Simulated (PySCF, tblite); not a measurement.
# C₄H₆NOSi radical: geometry, infrared bands and EPR parameters

Wanted: the infrared bands and EPR parameters of C₄H₆NOSi radical (`N#C[Si@@H]1[CH]COC1`), by calculation.

Computed with tblite 0.8.0 and PySCF 2.14.0, with density-fitted response routines of our own, on a single molecule in the gas phase. Atoms count from 0, in the outputs and in this text.

**1. Starting geometry**

13 atoms, charge 0, multiplicity 2; geometry from: force field or distance geometry start.

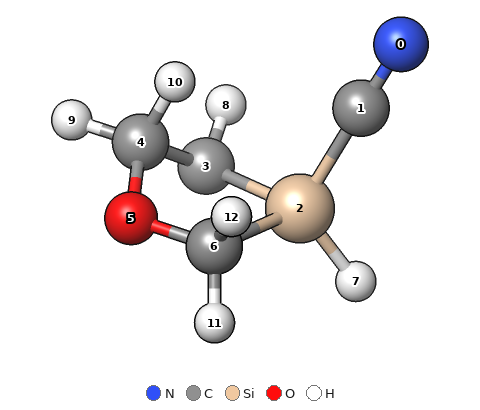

As it starts; nitrogen blue, carbon grey, silicon light orange, oxygen red, hydrogen white, atoms numbered.

**2. Geometry optimisation with GFN2-xTB**

The job: settings as JSON, then the geometry in Å.

```
{"job": {"kind": "relax", "xc": "GFN2-xTB", "basis": "xTB"}, "charge": 0, "multiplicity": 2}
N      2.318000    -1.744700    -1.189900
C      1.787500    -0.967100    -0.533300
Si     0.977100     0.246100     0.518500
C     -0.507500    -0.600300     1.282200
C     -1.390100    -0.407100     0.068200
O     -1.376100     0.921800    -0.275500
C     -0.107800     1.370800    -0.567200
H      1.823400     0.947400     1.433600
H     -0.337700    -1.665500     1.515200
H     -2.431200    -0.730900     0.227200
H     -0.924600    -1.073500    -0.716200
H     -0.015900     2.399200    -0.168800
H      0.180700     1.304200    -1.611600
```

Started as:

```console
OMP_NUM_THREADS=1 python probes_run.py task.json out
```

One launch serves the whole session: the jobs run in the order shown.

The program printed:

```text
step      E/eV     max force
  0    -548.59910    2.217
  1    -548.78709    3.538
  2    -548.77541    4.547
  3    -548.97528    0.922
  4    -549.04894    1.005
  5    -549.12929    1.441
  6    -549.17739    0.693
  7    -549.20376    0.549
  8    -549.23985    0.926
  9    -549.27536    1.064
 10    -549.30250    0.540
 11    -549.31372    0.235
 12    -549.31949    0.333
 13    -549.32602    0.412
 14    -549.33273    0.312
 15    -549.33842    0.206
 16    -549.34249    0.185
 17    -549.34684    0.265
 18    -549.35240    0.402
 19    -549.35857    0.426
 20    -549.36492    0.301
 21    -549.37187    0.216
 22    -549.38132    0.323
 23    -549.39384    0.368
 24    -549.40695    0.530
 25    -549.41925    0.278
 26    -549.43075    0.406
 27    -549.43966    0.619
 28    -549.44487    0.496
 29    -549.45426    0.390
 30    -549.45967    0.348
 31    -549.46255    0.146
 32    -549.46487    0.119
 33    -549.46726    0.170
 34    -549.46963    0.115
 35    -549.47151    0.124
 36    -549.47287    0.155
 37    -549.47444    0.090
 38    -549.47603    0.086
 39    -549.47706    0.100
 40    -549.47767    0.071
 41    -549.47835    0.082
 42    -549.47906    0.077
 43    -549.47978    0.068
 44    -549.48033    0.122
 45    -549.48071    0.052
 46    -549.48104    0.152
 47    -549.48138    0.107
 48    -549.48193    0.063
 49    -549.48243    0.066
 50    -549.48309    0.083
 51    -549.48387    0.084
 52    -549.48505    0.102
 53    -549.48687    0.139
 54    -549.48929    0.176
 55    -549.49182    0.170
 56    -549.49408    0.131
 57    -549.49593    0.126
 58    -549.49758    0.105
 59    -549.49852    0.144
 60    -549.49948    0.124
 61    -549.50026    0.095
 62    -549.50146    0.104
 63    -549.50228    0.109
 64    -549.50319    0.072
 65    -549.50371    0.085
 66    -549.50424    0.071
 67    -549.50494    0.076
 68    -549.50565    0.067
 69    -549.50601    0.046
 70    -549.50620    0.046
 71    -549.50648    0.060
 72    -549.50679    0.051
 73    -549.50705    0.044
 74    -549.50723    0.037
 75    -549.50741    0.045
 76    -549.50770    0.052
 77    -549.50813    0.059
 78    -549.50850    0.052
 79    -549.50868    0.029
 80    -549.50875    0.021
 81    -549.50880    0.017
 82    -549.50885    0.016
 83    -549.50889    0.018
 84    -549.50893    0.018
 85    -549.50896    0.019
 86    -549.50899    0.013
 87    -549.50901    0.010
 88    -549.50903    0.012
 89    -549.50905    0.019
 90    -549.50908    0.025
 91    -549.50912    0.018
 92    -549.50914    0.012
 93    -549.50916    0.010
 94    -549.50917    0.013
 95    -549.50918    0.012
 96    -549.50919    0.007
```

Run time: 0.45 s. Hardware: 1 thread of Arm Neoverse V2, shared host.

Step by step: (not every step is listed) (the energy doesn't fall at every step)

```
step  energy from step 0 (eV)  largest force (eV/Å)
   0                   0.0000                2.2167
   1                  -0.1880                3.5379
   2                  -0.1763                4.5468
   3                  -0.3762                0.9224
   4                  -0.4498                1.0053
   5                  -0.5302                1.4412
   6                  -0.5783                0.6928
   7                  -0.6047                0.5486
   8                  -0.6408                0.9259
  16                  -0.7434                0.1855
  24                  -0.8079                0.5297
  32                  -0.8658                0.1192
  40                  -0.8786                0.0709
  48                  -0.8828                0.0633
  56                  -0.8950                0.1309
  64                  -0.9041                0.0717
  72                  -0.9077                0.0515
  80                  -0.9096                0.0209
  88                  -0.9099                0.0122
  91                  -0.9100                0.0179
  92                  -0.9100                0.0115
  93                  -0.9101                0.0099
  94                  -0.9101                0.0134
  95                  -0.9101                0.0124
  96                  -0.9101                0.0070
```

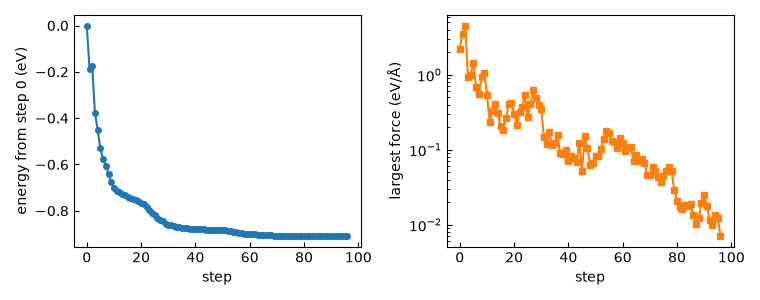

Energy and largest force along the relaxation.

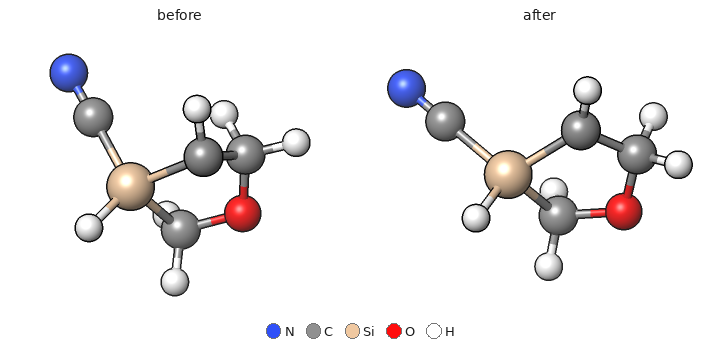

The geometry before (left) and after (right).

Close pairs (by a distance rule), those that changed most:

```
  bond  before (Å)  after (Å)  change (Å)
C1–Si2       1.799      1.871      +0.072
 O5–C6       1.377      1.424      +0.047
 C3–C4       1.513      1.477      -0.036
Si2–H7       1.430      1.465      +0.034
 C4–O5       1.373      1.405      +0.033
 C3–H8       1.104      1.074      -0.029
Si2–C3       1.872      1.843      -0.028
C4–H10       1.130      1.110      -0.019
```

The end geometry stands in the next job.

**3. Vibrational analysis with GFN2-xTB**

The job: settings as JSON, then the geometry in Å.

```
{"job": {"kind": "ir", "xc": "GFN2-xTB", "basis": "xTB"}, "charge": 0, "multiplicity": 2}
N      3.188958    -1.287064    -1.073620
C      2.369425    -0.740418    -0.489215
Si     1.038071     0.125220     0.499781
C     -0.433745    -0.936545     0.822871
C     -1.624734    -0.321786     0.201675
O     -1.391852     0.996680    -0.224996
C     -0.048525     1.217057    -0.643269
H      1.687881     0.824349     1.610558
H     -0.540054    -1.890953     1.304509
H     -2.481226    -0.283241     0.888511
H     -1.946733    -0.944358    -0.659462
H      0.122245     2.288364    -0.550280
H      0.055899     0.953181    -1.704791
```

The program printed:

```text
mode    cm-1     km/mol
  1      72.1      7.81
  2      94.2     10.24
  3     160.3      1.28
  4     195.0     21.24
  5     311.6      1.22
  6     322.9      4.47
  7     400.0     15.31
  8     457.6     16.84
  9     546.3     86.00
 10     602.3     14.49
 11     613.8      9.63
 12     656.4    120.26
 13     728.0     37.96
 14     793.8     51.44
 15     835.0     44.53
 16     863.4     12.16
 17     910.3     63.15
 18    1006.2     16.54
 19    1102.4     44.10
 20    1133.9      1.31
 21    1177.0     11.94
 22    1221.8     11.90
 23    1254.4      3.13
 24    1277.8      4.16
 25    1417.4     20.80
 26    1468.4      2.17
 27    2240.6    279.77
 28    2348.2     61.16
 29    2719.2     32.35
 30    2861.2     53.50
 31    2885.9     20.22
 32    2995.9     22.21
 33    3126.8     10.67
```

Wall time 0.3 s (1 thread of Arm Neoverse V2, shared host).

The strongest bands and the atoms that carry them (share of the mass-weighted mode):

```
cm⁻¹  km/mol                                  atoms
 546    86.0                                H7 87 %
 656   120.3                      H7 47 %, Si2 22 %
 794    51.4  H11 36 %, C6 28 %, H12 13 %, Si2 10 %
 835    44.5    C3 36 %, Si2 23 %, H9 13 %, C4 10 %
 910    63.1     O5 29 %, C4 25 %, H8 16 %, C6 11 %
2241   279.8                                H7 97 %
2348    61.2                       C1 58 %, N0 42 %
2861    53.5                               H12 93 %
```

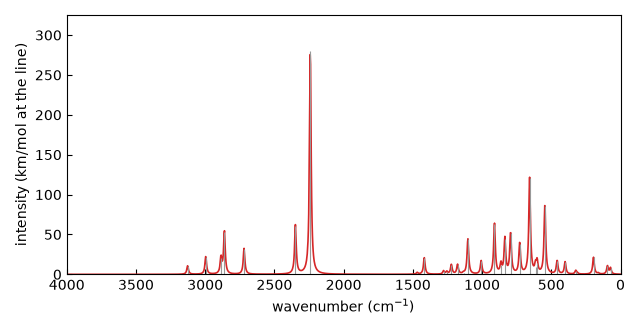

The infrared spectrum from these modes, unscaled. Lines are broadened to a width of 14 cm⁻¹ (Lorentzian).

**4. EPR parameters: B3LYP/pcH-1**

The job, as its differences from that of step 3:

```diff
@@ -1,2 +1,2 @@
-{"job": {"kind": "ir", "xc": "GFN2-xTB", "basis": "xTB"}, "charge": 0, "multiplicity": 2}
+{"job": {"kind": "epr", "basis": "pcH-1"}, "charge": 0, "multiplicity": 2}
 N      3.188958    -1.287064    -1.073620
```

Level: UKS B3LYP, pcH-1 on C H N O Si, non-relativistic, mean-field spin-orbit, GIAO.

The program printed:

```text
UKS, coarse grid
  cycle   1  E = -575.35362523  |g| = 4.99e-01
  cycle   2  E = -575.10463899  |g| = 9.26e-01
  cycle   3  E = -575.44208854  |g| = 1.66e-01
  cycle   4  E = -575.45113184  |g| = 8.38e-02
  cycle   5  E = -575.45384266  |g| = 2.27e-02
  cycle   6  E = -575.45405077  |g| = 4.87e-03
  cycle   7  E = -575.45406299  |g| = 1.88e-03
  cycle   8  E = -575.45406640  |g| = 6.56e-04
UKS, final grid
  cycle   1  E = -575.45406154  |g| = 6.97e-04
  cycle   2  E = -575.45406142  |g| = 8.87e-04
  cycle   3  E = -575.45406181  |g| = 9.43e-05
  cycle   4  E = -575.45406182  |g| = 4.38e-05
  cycle   5  E = -575.45406182  |g| = 2.75e-05
E = -575.45406182 Eh   <S^2> = 0.7537 (exact 0.7500)
g shifts (ppm)      1          2          3
  rmc          -128       -128       -128
  gc             -1         25         17
  oz_so         -17        359        965
  total        -145        256        855
hyperfine (MHz)  atom isotope    a_iso     a_fc   dipolar eigenvalues
    0   14N       0.23       0.24     -0.65     -0.26      0.91
    1   13C      27.74      27.75     -1.56     -1.38      2.94
    2  29Si      44.91      44.97     -4.40     -0.24      4.64
    3   13C      77.63      77.74    -74.18    -72.81    146.99
    4   13C     -33.51     -33.52     -3.18      0.92      2.25
    5   17O       1.95       1.95     -2.01      0.38      1.63
    6   13C      -2.33      -2.33     -1.00     -0.41      1.41
    7    1H      52.97      52.97     -3.28     -1.80      5.08
    8    1H     -56.77     -56.78    -35.19     -1.02     36.21
    9    1H     110.30     110.30     -5.22     -3.68      8.90
   10    1H     151.19     151.19     -6.04     -2.71      8.74
   11    1H       5.85       5.85     -1.64     -1.37      3.01
   12    1H       4.00       4.00     -2.27     -1.74      4.01
```

Run time: 50 s. Hardware: 1 thread of Arm Neoverse V2, shared host; peak memory 0.88 GiB.

Principal g values 2.00217, 2.00258, 2.00317; g(iso) = 2.00264, against 2.00232 for a free electron.

Hyperfine couplings, nucleus by nucleus at this fixed geometry (no averaging over rotations):

```
nuclei  isotope  a(iso) (MHz)  a(iso) (G, at g = 2.0023)  largest dipolar term (MHz)
   H10       1H         151.2                       53.9                         8.7
    H9       1H         110.3                       39.4                         8.9
    C3      13C          77.6                       27.7                       147.0
    H8       1H         -56.8                      -20.3                        36.2
    H7       1H          53.0                       18.9                         5.1
   Si2     29Si          44.9                       16.0                         4.6
    C4      13C         -33.5                      -12.0                        -3.2
    C1      13C          27.7                        9.9                         2.9
   H11       1H           5.9                        2.1                         3.0
   H12       1H           4.0                        1.4                         4.0
    C6      13C          -2.3                       -0.8                         1.4
    O5      17O           1.9                        0.7                        -2.0
    N0      14N           0.2                        0.1                         0.9
```

Mulliken spin populations:

N0 0.01; C1 0.01; Si2 0.00; C3 0.97; C4 -0.08; O5 0.00; C6 0.00; H7 0.03; H8 -0.04; H9 0.04; H10 0.06; H11 0.00; H12 0.00

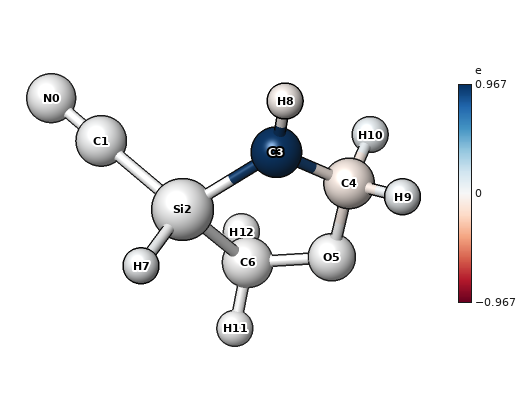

Mulliken spin populations, as colours on the atoms.

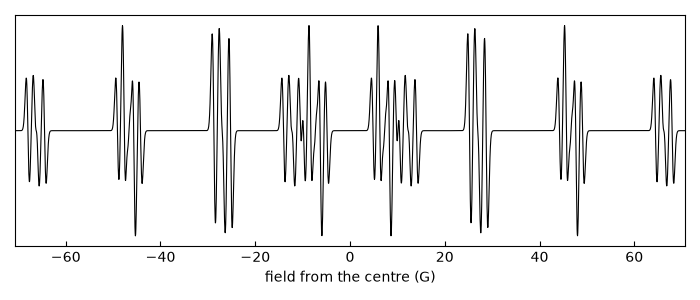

First-order isotropic spectrum (first derivative, main isotopes with spin only, couplings over 0.8 MHz, Gaussian width 0.3 G; couplings of the frozen geometry, rotation of groups not averaged beyond the rows shown).

Orbitals, density, ELF and potential are computed afterwards from the orbital file.

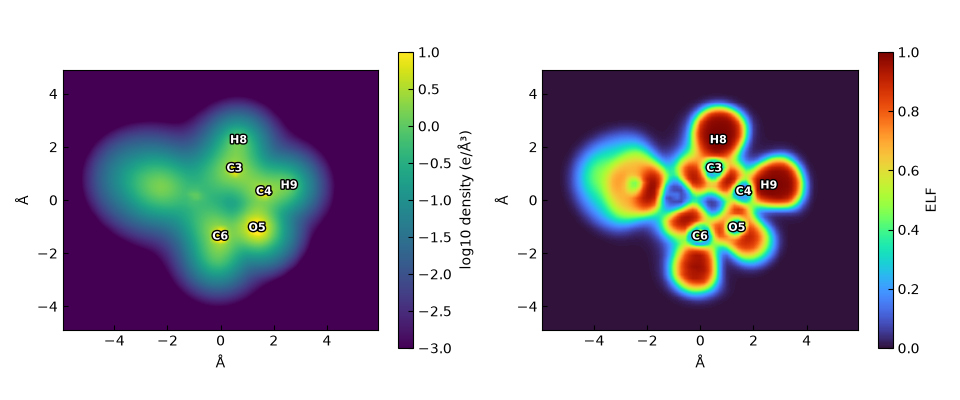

Density (left) and ELF (right) in a plane through or near 6 of the atoms.

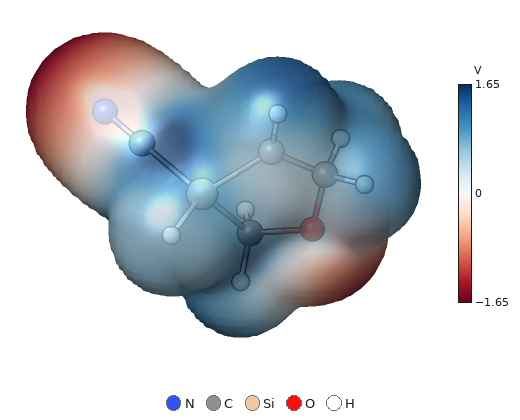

The potential that a unit positive charge feels on the 0.002 e/bohr³ surface, from -1.65 V near N0 to 1.58 V near Si2.

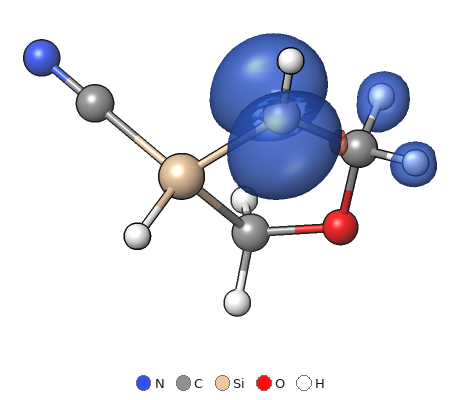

Spin density at ±0.04 e/Å³ (alpha excess blue, beta excess red).

**5. Results**

| quantity | value |
| --- | --- |
| strongest single infrared mode (GFN2-xTB) | 2241 cm⁻¹, 280 km/mol |
| zero-point energy (GFN2-xTB) | 55.5 kcal/mol |
| g(iso) (B3LYP) | 2.00264 |
| ⟨S²⟩ | 0.754 (exact 0.75) |
| largest a(iso) | 1H on H10, 151.2 MHz |
| potential on the surface of density 0.002 e/bohr³, 1st and 99th percentile | -1.65 V and 1.58 V |

The optimisation took 96 steps and gained 0.910 eV; among the close pairs (by a distance rule), C1–Si2 changed most, from 1.799 to 1.871 Å. All 33 modes are real, so the xTB geometry is a minimum. The strongest single mode, at 2241 cm⁻¹, moves mainly H7. GFN2-xTB is a fitted tight-binding method: band positions and strengths are rough. Its intensities can rank the bands wrongly. Most of the unpaired spin sits on C3 (0.97 e). The isotropic g lies 0.3 ppt above the free-electron value. The conformer search found further structures of the same energy, which may be mirror or relabelled copies of this one.
